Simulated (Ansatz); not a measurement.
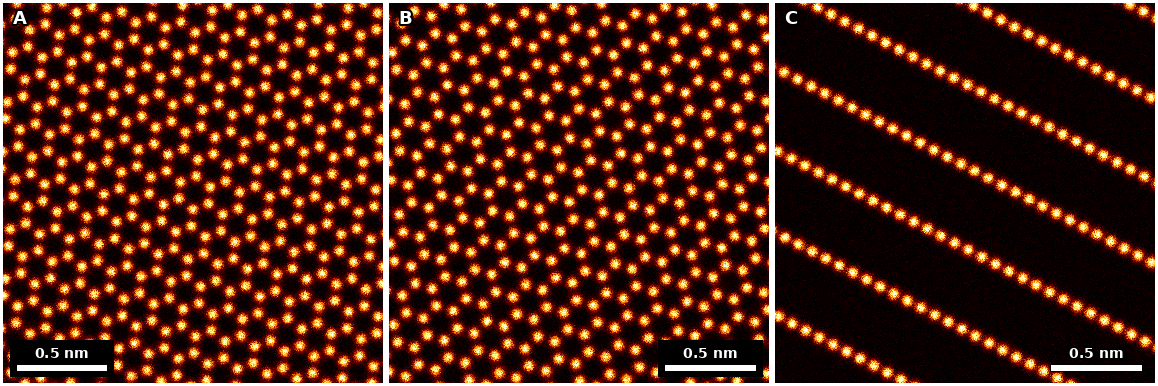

Three views of C (P6_3/mmc, No. 194) along different zone axes. Simulation: incoherent imaging, intensity Z^1.6 per atom, probe width 0.50 Å, thin sample. Shot noise was added. Model: the input geometry of a calculation; the starting structure was generated, so it need not be a known form of this composition.

```yaml
crystal:
  lattice:
    - [1.71949, 0.00000, 0.00000]
    - [-0.85974, 1.48912, 0.00000]
    - [0.00000, 0.00000, 8.19835]
  atoms:
    - { symbol: C, position: [0.33333, 0.66667, 0.25000] }
    - { symbol: C, position: [0.66667, 0.33333, 0.75000] }
```

> Match the panels to the zone axes [001], [201] and [210].

A is [201]: projected cell 1.59 × 1.69 Å, 118°. B is [001]: projected cell 1.72 × 1.72 Å, 120°, plane group p6mm. C is [210]: projected cell 0.86 × 4.10 Å, 90°, plane group p2mm.
